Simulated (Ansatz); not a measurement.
**quartet SiH3O3 at 6 levels**

We compute a comparison of 6 runs (UHF/STO-3G, UHF/def2-SVPD, UB3LYP/6-31G*, UBLYP/def2-SVPD, UMP2/def2-SVPD) of quartet SiH3O3. 

Program for the calculation: Ansatz 0.2.0.

20 further runs of the same task are left out: 20 set aside as unsound or not needed. Runs told in other sessions of the task aren't counted.

### Step 1. The molecule

The species is SiH3O3 (7 atoms), meant as a quartet with charge 0. As SMILES of the parent species, `[O][SiH](O)O`. Geometry: relaxed at PBE0-D4/def2-TZVP. This is one conformer, not always the lowest. That shape belongs to the parent species and isn't relaxed for this state.

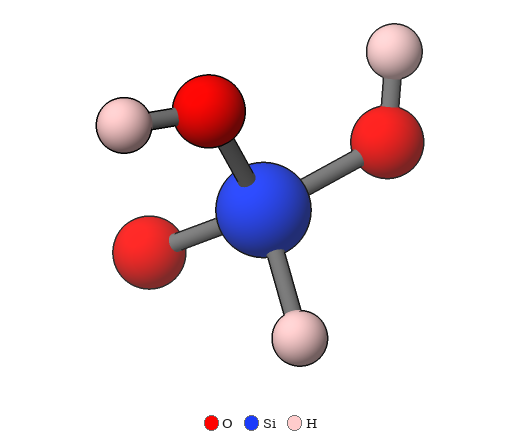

Viewed from a chosen angle; oxygen red, silicon blue, hydrogen pink.

### Step 2. A single-point energy at UHF/STO-3G (run 1)

Input file in.yaml:

```yaml
crystal:
  periodic: [false, false, false]
  atoms:
    - {symbol: O, position_ang: [-1.574100, -0.944300, 0.000300]}
    - {symbol: Si, position_ang: [-0.294400, 0.091400, 0.191600]}
    - {symbol: O, position_ang: [0.802600, -0.313200, 1.317400]}
    - {symbol: O, position_ang: [0.528900, 0.254900, -1.211400]}
    - {symbol: H, position_ang: [-1.048200, 1.278500, 0.661900]}
    - {symbol: H, position_ang: [1.628500, -0.696500, 1.017400]}
    - {symbol: H, position_ang: [0.018000, 0.261100, -2.022700]}
basis:
  gaussian: {orbitals: STO-3G}
magnetization: {spin_polarized: true, initial_magnetization: 3}
hamiltonian: {xc: hf}
accuracy: high
output: {orbitals: {seedname: orbitals}}
```

Run with:

```bash
$ ansatz run in.yaml --threads 1 --pin off --max-ram 2610MiB --events-out events.jsonl --progress --plain --runs-dir runs
```

The program printed:

```text
Warning: RAYON_NUM_THREADS=1 ignored (pool sized by the plan → 1); use --threads N
Functional definition: HF
  name "HF"
  exchange = exact_x
  correlation = 0
549 factors; integrals over basis functions are off by at most 2.9e-8 eV
mean field evaluation 1: about -13832.3588 eV, gradient 2.1e1 eV
mean field evaluation 2: about -13832.5467 eV, gradient 2.1e1 eV
mean field evaluation 4: about -13836.8436 eV, gradient 4.3e0 eV
mean field evaluation 8: about -13838.0832 eV, gradient 6.8e-1 eV
mean field evaluation 16: about -13838.1292 eV, gradient 1.6e-4 eV
mean field evaluation 32: about -13836.7214 eV, gradient 9.5e-1 eV
mean field evaluation 64: about -13836.4131 eV, gradient 2.1e0 eV
mean field evaluation 96: about -13837.7708 eV, gradient 1.5e0 eV
mean field evaluation 128: about -13835.5707 eV, gradient 1.8e0 eV
mean field evaluation 160: about -13837.9255 eV, gradient 2.5e-1 eV
mean field evaluation 192: about -13838.1801 eV, gradient 5.0e-1 eV
mean field evaluation 224: about -13837.5736 eV, gradient 2.7e0 eV
mean field evaluation 256: about -13838.1204 eV, gradient 2.7e-1 eV
mean field evaluation 288: about -13832.3615 eV, gradient 2.1e1 eV
mean field evaluation 320: about -13830.9279 eV, gradient 9.5e0 eV
mean field -13838.21572820 eV, -508.5450481318 hartree, gradient 2.2e-8 eV, S^2 3.765606; 5 other end points of the search recorded, 0 dependent functions left out
reference -13838.21572820 eV, -508.5450481318 hartree; 22, 19 occupied and 5, 8 virtual orbitals, 549 factors
Total energy: -13838.21572820 eV, -508.5450481318 hartree
```

It took 1.2 s on 1 thread of Arm Neoverse V2, shared host.

### Step 3. The energy at UHF/def2-SVPD (run 2)

Input file job.yaml:

```yaml
basis:
  gaussian:
    orbitals: def2-SVPD
crystal:
  periodic: [false, false, false]
  atoms:
    - {symbol: O, position_ang: [-1.574100, -0.944300, 0.000300]}
    - {symbol: Si, position_ang: [-0.294400, 0.091400, 0.191600]}
    - {symbol: O, position_ang: [0.802600, -0.313200, 1.317400]}
    - {symbol: O, position_ang: [0.528900, 0.254900, -1.211400]}
    - {symbol: H, position_ang: [-1.048200, 1.278500, 0.661900]}
    - {symbol: H, position_ang: [1.628500, -0.696500, 1.017400]}
    - {symbol: H, position_ang: [0.018000, 0.261100, -2.022700]}
magnetization:
  spin_polarized: true
  initial_magnetization: 3
hamiltonian:
  xc: hf
accuracy: high
output:
  orbitals: {seedname: orbitals}
```

Run with:

```bash
$ ansatz run job.yaml --threads 1 --pin off --max-ram 2610MiB --events-out events.jsonl --progress --plain --runs-dir runs
```

The program printed, cut to the lines that bear on the results:

```text
Warning: RAYON_NUM_THREADS=1 ignored (pool sized by the plan → 1); use --threads N
Functional definition: HF
  name "HF"
[...]
2293 factors; integrals over basis functions are off by at most 3.6e-9 eV
[...]
mean field -14009.13656048 eV, -514.8262728640 hartree, gradient 3.5e-8 eV, S^2 3.765671; 5 other end points of the search recorded, 0 dependent functions left out
reference -14009.13656048 eV, -514.8262728640 hartree; 22, 19 occupied and 95, 98 virtual orbitals, 2293 factors
Total energy: -14009.13656048 eV, -514.8262728640 hartree
```

Run time: 53 s. Hardware: 1 thread of Arm Neoverse V2, shared host; peak memory 0.45 GiB.

Runs 3 to 5 aren't shown in full; the table further down has their settings and results.

### Step 4. A single-point energy at UMP2/def2-SVPD (run 6)

Input file input.yaml:

```yaml
crystal:
  periodic: [false, false, false]
  atoms:
    - {symbol: O, position_ang: [-1.574100, -0.944300, 0.000300]}
    - {symbol: Si, position_ang: [-0.294400, 0.091400, 0.191600]}
    - {symbol: O, position_ang: [0.802600, -0.313200, 1.317400]}
    - {symbol: O, position_ang: [0.528900, 0.254900, -1.211400]}
    - {symbol: H, position_ang: [-1.048200, 1.278500, 0.661900]}
    - {symbol: H, position_ang: [1.628500, -0.696500, 1.017400]}
    - {symbol: H, position_ang: [0.018000, 0.261100, -2.022700]}
basis:
  gaussian: {orbitals: def2-SVPD}
accuracy: high
correlation: {method: mp2, frozen_orbitals: {H: 0, O: 1, Si: 5}}
magnetization: {spin_polarized: true, initial_magnetization: 3}
```

Run with:

```bash
$ ansatz run input.yaml --threads 1 --pin off --max-ram 2610MiB --events-out events.jsonl --progress --plain --runs-dir runs
```

The program printed, cut to the lines that bear on the results:

```text
Warning: RAYON_NUM_THREADS=1 ignored (pool sized by the plan → 1); use --threads N
Functional definition: HF
  name "HF"
[...]
2293 factors; integrals over basis functions are off by at most 3.6e-9 eV
[...]
mean field -14009.13656048 eV, -514.8262728640 hartree, gradient 7.1e-8 eV, S^2 3.765671; 20 other end points of the search recorded, 0 dependent functions left out
8 core orbitals not correlated: weight in the atoms' cores, before any rotation towards them, 1.000 or more for the frozen orbitals, at most 0.000 for the correlated occupied ones
reference -14009.13656048 eV, -514.8262728640 hartree; 14, 11 occupied and 95, 98 virtual orbitals, 2293 factors
second order -16.10456981 eV of doubles, -0.00000000 eV of singles
Total energy: -14025.24113029 eV, -515.4181048882 hartree
```

Run time: 40 s. Hardware: 1 thread of Arm Neoverse V2, shared host; peak memory 0.45 GiB.

### Step 5. The series

```
run                                level  Cartesian functions  frozen core orbitals  energy (Eh)   ⟨S²⟩  wall time
  1                           UHF/STO-3G                   no                     –  -508.545048  3.766      1.2 s
  2                        UHF/def2-SVPD                   no                     –  -514.826273  3.766       53 s
  3  UB3LYP/6-31G* (spherical functions)                   no                     –  -516.694595  3.761       44 s
  4  UB3LYP/6-31G* (Cartesian functions)                  yes                     –  -516.702169  3.761       30 s
  5                      UBLYP/def2-SVPD                   no                     –  -516.477068  3.758       41 s
  6                       UMP2/def2-SVPD                   no                     8  -515.418105  3.766       40 s
```

### Step 6. What came out

| quantity | value |
| --- | --- |
| run 6: total energy | -515.41810 Eh |
| run 6: correlation energy (8 core orbitals frozen) | -591.8 mEh |
| run 6: ⟨S²⟩ of the reference determinant | 3.766 |

What this shows: Totals of different functionals can't be ranked against each other. In run 1 the basis is minimal, so the values are rough. All runs together took 3.5 min, the longest 53 s.
